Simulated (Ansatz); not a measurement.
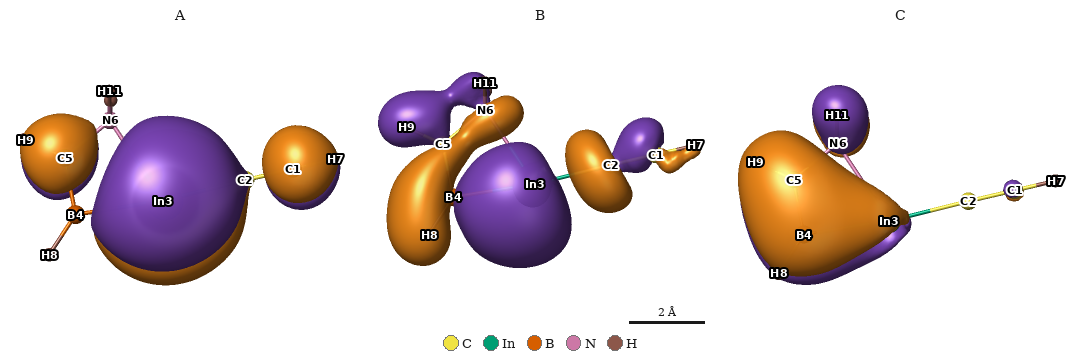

The picture shows: C$_{3}$H$_{5}$BInN. Three frontier orbitals at ±0.06 Å⁻³ᐟ² (orange and purple are the two phases), in no order.

Core potentials replace the inner electrons of In.

Level of theory: Ansatz, RKS PBE0-D4/def2-SVP.

Input

```
crystal:
  periodic: [false, false, false]
  atoms:
    - { symbol: C, position_ang: [0.62117, 1.36851, -3.49871] }
    - { symbol: C, position_ang: [0.09398, 1.14304, -2.43335] }
    - { symbol: In, position_ang: [-1.0287, 0.67485, -0.53021] }
    - { symbol: B, position_ang: [-1.53426, -0.23272, 1.67011] }
    - { symbol: C, position_ang: [-0.24291, -0.77492, 1.84392] }
    - { symbol: "N", position_ang: [0.79257, -0.63359, 0.82003] }
    - { symbol: H, position_ang: [1.09447, 1.56565, -4.42538] }
    - { symbol: H, position_ang: [-2.60199, -0.05959, 2.08284] }
    - { symbol: H, position_ang: [0.07784, -1.32691, 2.72973] }
    - { symbol: H, position_ang: [1.61066, -0.16935, 1.21545] }
    - { symbol: H, position_ang: [1.11718, -1.55496, 0.52556] }
basis:
  gaussian: { orbitals: def2-SVP }
hamiltonian:
  xc: pbe0
  dispersion: d4
relax:
  f_tol: 0.02
  max_steps: 50
output:
  orbitals: {}
```

Run with:

```sh
ansatz run input.yaml --threads 2 --pin off --max-ram 3072MiB --backend cpu --events-out ev --progress --plain --runs-dir out
```

The fields are those of the run's last geometry, not of the input's.

Which picture is the HOMO−1, the HOMO and the LUMO?

B is the HOMO−1 (−7.05 eV). By Hirshfeld shares it lies mainly on In3 (about 40 %), B4 (about 25 %), C2 (about 10 %) and C5 (about 10 %). C is the HOMO (−5.95 eV). Its weight (Hirshfeld) is mainly on C5 (about 45 %), B4 (about 30 %) and In3 (about 10 %); π-bonding across C5–B4. A is the LUMO (−1.62 eV). It lies mainly on In3 (about 65 %), C5 (about 10 %), C1 (about 10 %) and C2 (about 10 %).

What is the HOMO–LUMO gap?

4.33 eV between the orbital energies.
